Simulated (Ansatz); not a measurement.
# BNH (quartet): RPA-PBE over vertical spin and charge gaps, 6-31G

How well do these functionals follow the top wave-function level for BNH (quartet) over vertical spin and charge gaps?

Program: Ansatz 0.2.0, Gaussian basis. Level of theory: 6-31G, all electrons in the functionals, frozen cores in the correlation of double hybrids and RPA. These are calculated values, not measurements.

To be run: RPA-PBE, at charge 0, quartet; charge 0, doublet; charge 0, sextet; charge 1, triplet; charge 1, quintet.

22 further runs of the same task are left out: 9 that didn't finish, 13 set aside as unsound or not needed.

## (1) What is computed

The geometry is a PBE0/def2-TZVP stationary point (not a proven minimum).

3 atoms, charge 0, spin multiplicity 4.

Atoms are counted from 1 here; the program's logs count them from 0.

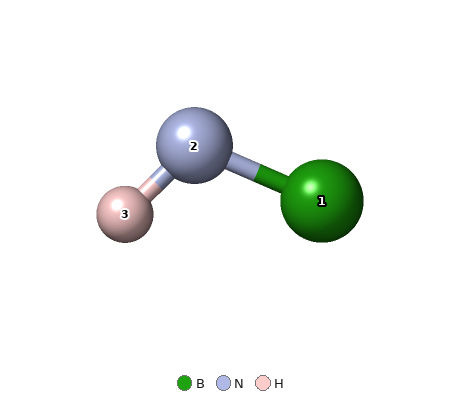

The structure; boron green, nitrogen light blue, hydrogen pink; atoms are numbered from 1 in the order of the file.

No dispersion term is added.

The geometry shown and the zero of energy belong to the point charge 0, quartet. The yardstick, FCI, and other wave-function levels (R restricted, U unrestricted, valence and pair active spaces) come from earlier runs.

## (2) RPA-PBE, charge 0, quartet

in.yaml reads:

```yaml
crystal:
  periodic: [false, false, false]
  atoms:
    - {symbol: B, position_ang: [0.000000, 0.079752, 0.863775]}
    - {symbol: N, position_ang: [0.000000, -0.117617, -0.587927]}
    - {symbol: H, position_ang: [0.000000, 0.779045, -1.094669]}
basis:
  gaussian: {orbitals: 6-31G}
magnetization: {spin_polarized: true, initial_magnetization: 3}
hamiltonian: {xc: {name: PBE}}
correlation: {method: rpa, electrons: outside_noble_gas}
```

Run with:

```sh
> ansatz run in.yaml --threads 1 --pin off --events-out ev --progress --plain --max-ram 2393MiB
```

Standard output:

```text
Functional definition: PBE
  name "PBE"
  cite "Perdew, Burke & Ernzerhof, Phys. Rev. Lett. 77, 3865 (1996) doi:10.1103/PhysRevLett.77.3865"
  parent pbe
  parameter kappa = 0.804
  parameter beta = 0.06672455060314922
  exchange = pbe_x(kappa = kappa, mu = beta*pi^2/3)
  correlation = pbe_c(beta = beta)
290 factors; integrals over basis functions are off by at most 2.5e-4 eV
mean field evaluation 1: about -2169.5397 eV, gradient 2.2e1 eV
mean field evaluation 2: about -2169.5306 eV, gradient 2.2e1 eV
mean field evaluation 4: about -2171.4631 eV, gradient 6.5e0 eV
mean field evaluation 8: about -2171.8077 eV, gradient 1.3e-2 eV
mean field evaluation 16: about -2171.8077 eV, gradient 1.7e-6 eV
mean field evaluation 32: about -2171.8077 eV, gradient 4.3e-5 eV
mean field evaluation 64: about -2171.5755 eV, gradient 2.8e0 eV
mean field evaluation 96: about -2168.8389 eV, gradient 2.4e1 eV
mean field -2171.81328232 eV, -79.8126660173 hartree, gradient 1.0e-6 eV, S^2 3.751669; 14 other end points of the search recorded, 0 dependent functions left out
2 core orbitals not correlated: weight in the atoms' cores, before any rotation towards them, 1.000 or more for the frozen orbitals, at most 0.000 for the correlated occupied ones
reference -2162.82588550 eV, -79.4823852760 hartree; 6, 3 occupied and 12, 15 virtual orbitals, 290 factors
Total energy: -2168.41545298 eV, -79.6877980923 hartree
```

Run time: 1.1 s. Hardware: 1 thread of Intel Xeon 6975P-C, shared host.

From the report: ⟨S²⟩ of the determinant 3.752 (pure quartet: 3.75).

## (3) RPA-PBE, charge 0, doublet

in.yaml, as its differences from that of step 2:

```diff
@@ -8,3 +8,3 @@
   gaussian: {orbitals: 6-31G}
-magnetization: {spin_polarized: true, initial_magnetization: 3}
+magnetization: {spin_polarized: true, initial_magnetization: 1}
 hamiltonian: {xc: {name: PBE}}
```

Launched as before.

Standard output:

```text
Functional definition: PBE
  name "PBE"
  cite "Perdew, Burke & Ernzerhof, Phys. Rev. Lett. 77, 3865 (1996) doi:10.1103/PhysRevLett.77.3865"
  parent pbe
  parameter kappa = 0.804
  parameter beta = 0.06672455060314922
  exchange = pbe_x(kappa = kappa, mu = beta*pi^2/3)
  correlation = pbe_c(beta = beta)
290 factors; integrals over basis functions are off by at most 2.5e-4 eV
mean field evaluation 1: about -2164.8991 eV, gradient 4.7e1 eV
mean field evaluation 2: about -2164.8904 eV, gradient 4.7e1 eV
mean field evaluation 4: about -2172.5802 eV, gradient 1.9e1 eV
mean field evaluation 8: about -2175.5342 eV, gradient 1.1e-1 eV
mean field evaluation 16: about -2175.5317 eV, gradient 1.2e-4 eV
mean field evaluation 32: about -2174.1253 eV, gradient 1.6e0 eV
mean field evaluation 64: about -2145.9706 eV, gradient 2.6e1 eV
mean field -2175.53167119 eV, -79.9493142879 hartree, gradient 7.6e-6 eV, S^2 0.759321; 3 other end points of the search recorded, 0 dependent functions left out
2 core orbitals not correlated: weight in the atoms' cores, before any rotation towards them, 1.000 or more for the frozen orbitals, at most 0.000 for the correlated occupied ones
reference -2164.33890813 eV, -79.5379878322 hartree; 5, 4 occupied and 13, 14 virtual orbitals, 290 factors
Total energy: -2172.05128728 eV, -79.8214125382 hartree
```

It took 0.51 s on 1 thread of Intel Xeon 6975P-C, shared host.

From the report: ⟨S²⟩ of the determinant 0.759 (pure doublet: 0.75).

From charge 0, quartet: -3.636 eV.

## (4) RPA-PBE, charge 0, sextet

in.yaml, as its differences from that of step 3:

```diff
@@ -8,3 +8,3 @@
   gaussian: {orbitals: 6-31G}
-magnetization: {spin_polarized: true, initial_magnetization: 1}
+magnetization: {spin_polarized: true, initial_magnetization: 5}
 hamiltonian: {xc: {name: PBE}}
```

The command is unchanged.

Standard output:

```text
Functional definition: PBE
  name "PBE"
  cite "Perdew, Burke & Ernzerhof, Phys. Rev. Lett. 77, 3865 (1996) doi:10.1103/PhysRevLett.77.3865"
  parent pbe
  parameter kappa = 0.804
  parameter beta = 0.06672455060314922
  exchange = pbe_x(kappa = kappa, mu = beta*pi^2/3)
  correlation = pbe_c(beta = beta)
290 factors; integrals over basis functions are off by at most 2.5e-4 eV
mean field evaluation 1: about -2165.0878 eV, gradient 1.1e1 eV
mean field evaluation 2: about -2165.0797 eV, gradient 1.1e1 eV
mean field evaluation 4: about -2166.0104 eV, gradient 2.2e0 eV
mean field evaluation 8: about -2166.0522 eV, gradient 2.7e-2 eV
mean field evaluation 16: about -2161.5739 eV, gradient 1.2e1 eV
mean field -2166.05218174 eV, -79.6009494761 hartree, gradient 3.5e-6 eV, S^2 8.751299; 0 other end points of the search recorded, 0 dependent functions left out
2 core orbitals not correlated: weight in the atoms' cores, before any rotation towards them, 1.000 or more for the frozen orbitals, at most 0.000 for the correlated occupied ones
reference -2158.90138115 eV, -79.3381624015 hartree; 7, 2 occupied and 11, 16 virtual orbitals, 290 factors
Total energy: -2163.02215932 eV, -79.4895982058 hartree
```

Run time: 0.27 s. Hardware: 1 thread of Intel Xeon 6975P-C, shared host.

From the report: ⟨S²⟩ of the determinant 8.751 (pure sextet: 8.75).

From charge 0, quartet: +5.393 eV.

## (5) RPA-PBE, charge 1, triplet

in.yaml, as its differences from that of step 4:

```diff
@@ -8,3 +8,4 @@
   gaussian: {orbitals: 6-31G}
-magnetization: {spin_polarized: true, initial_magnetization: 5}
+total_charge: 1
+magnetization: {spin_polarized: true, initial_magnetization: 2}
 hamiltonian: {xc: {name: PBE}}
```

The command is unchanged.

Standard output:

```text
Functional definition: PBE
  name "PBE"
  cite "Perdew, Burke & Ernzerhof, Phys. Rev. Lett. 77, 3865 (1996) doi:10.1103/PhysRevLett.77.3865"
  parent pbe
  parameter kappa = 0.804
  parameter beta = 0.06672455060314922
  exchange = pbe_x(kappa = kappa, mu = beta*pi^2/3)
  correlation = pbe_c(beta = beta)
290 factors; integrals over basis functions are off by at most 2.5e-4 eV
mean field evaluation 1: about -2151.2653 eV, gradient 5.2e1 eV
mean field evaluation 2: about -2151.2470 eV, gradient 5.2e1 eV
mean field evaluation 4: about -2162.5522 eV, gradient 1.5e1 eV
mean field evaluation 8: about -2164.7750 eV, gradient 5.4e-2 eV
mean field evaluation 16: about -2164.7664 eV, gradient 4.4e-5 eV
mean field evaluation 32: about -2164.7638 eV, gradient 2.7e-1 eV
mean field evaluation 64: about -2121.3593 eV, gradient 3.0e1 eV
mean field -2164.76640576 eV, -79.5536980805 hartree, gradient 2.3e-6 eV, S^2 2.002197; 5 other end points of the search recorded, 0 dependent functions left out
2 core orbitals not correlated: weight in the atoms' cores, before any rotation towards them, 1.000 or more for the frozen orbitals, at most 0.000 for the correlated occupied ones
reference -2155.64617578 eV, -79.2185358106 hartree; 5, 3 occupied and 13, 15 virtual orbitals, 290 factors
Total energy: -2161.76158131 eV, -79.4432728187 hartree
```

It took 0.57 s on 1 thread of Intel Xeon 6975P-C, shared host.

From the report: ⟨S²⟩ of the determinant 2.002 (pure triplet: 2.00).

From charge 0, quartet: +6.654 eV.

## (6) RPA-PBE, charge 1, quintet

in.yaml, as its differences from that of step 5:

```diff
@@ -9,3 +9,3 @@
 total_charge: 1
-magnetization: {spin_polarized: true, initial_magnetization: 2}
+magnetization: {spin_polarized: true, initial_magnetization: 4}
 hamiltonian: {xc: {name: PBE}}
```

Same command.

Standard output:

```text
Functional definition: PBE
  name "PBE"
  cite "Perdew, Burke & Ernzerhof, Phys. Rev. Lett. 77, 3865 (1996) doi:10.1103/PhysRevLett.77.3865"
  parent pbe
  parameter kappa = 0.804
  parameter beta = 0.06672455060314922
  exchange = pbe_x(kappa = kappa, mu = beta*pi^2/3)
  correlation = pbe_c(beta = beta)
290 factors; integrals over basis functions are off by at most 2.5e-4 eV
mean field evaluation 1: about -2156.4674 eV, gradient 2.7e1 eV
mean field evaluation 2: about -2156.4531 eV, gradient 2.7e1 eV
mean field evaluation 4: about -2159.8500 eV, gradient 2.3e0 eV
mean field evaluation 8: about -2159.8874 eV, gradient 9.8e-3 eV
mean field evaluation 16: about -2159.4373 eV, gradient 1.6e0 eV
mean field evaluation 32: about -2159.6637 eV, gradient 1.1e0 eV
mean field -2159.88743899 eV, -79.3743993587 hartree, gradient 3.5e-6 eV, S^2 6.001544; 6 other end points of the search recorded, 0 dependent functions left out
2 core orbitals not correlated: weight in the atoms' cores, before any rotation towards them, 1.000 or more for the frozen orbitals, at most 0.000 for the correlated occupied ones
reference -2153.09322933 eV, -79.1247167590 hartree; 6, 2 occupied and 12, 16 virtual orbitals, 290 factors
Total energy: -2157.18146181 eV, -79.2749565315 hartree
```

Run time: 0.54 s. Hardware: 1 thread of Intel Xeon 6975P-C, shared host.

From the report: ⟨S²⟩ of the determinant 6.002 (pure quintet: 6.00).

From charge 0, quartet: +11.234 eV.

## (7) Against the wave-function levels

The yardstick is full CI for this spin, exact in this basis with these frozen cores. It comes from earlier runs at the same points. Energies in eV, counted from charge 0, quartet; blanks weren't run or aren't comparable.

```
  level  quartet to doublet  quartet to sextet  ionisation to the triplet cation  ionisation to the quintet cation
    FCI              -3.651              5.030                             6.631                            10.958
RPA-PBE              -3.636              5.393                             6.654                            11.234
```

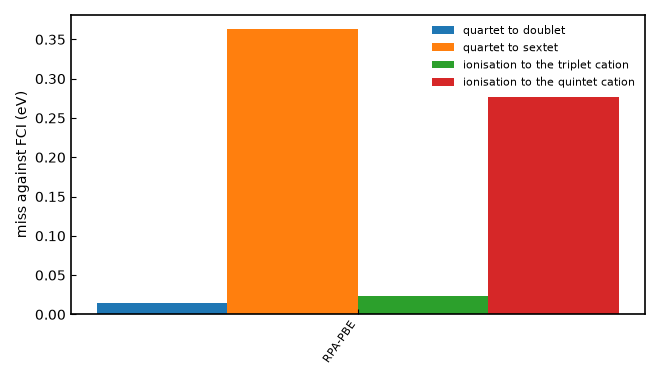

Misses of the gaps against FCI.

Largest miss and mean time a point (FCI took 41 s a point; shared hosts):

```
  level  largest miss (eV)              where  time a point
RPA-PBE             +0.363  quartet to sextet        0.59 s
```

## (8) Outcome

| quantity | value |
| --- | --- |
| quartet to doublet, FCI | -3.651 eV |
| quartet to sextet, FCI | 5.030 eV |
| ionisation to the triplet cation, FCI | 6.631 eV |
| ionisation to the quintet cation, FCI | 10.958 eV |
| largest miss, RPA-PBE | +0.363 eV (quartet to sextet) |

RPA-PBE strays by up to 0.363 eV, at quartet to sextet. Functionals and the yardstick converge differently with the basis, so part of each miss in 6-31G is the basis.
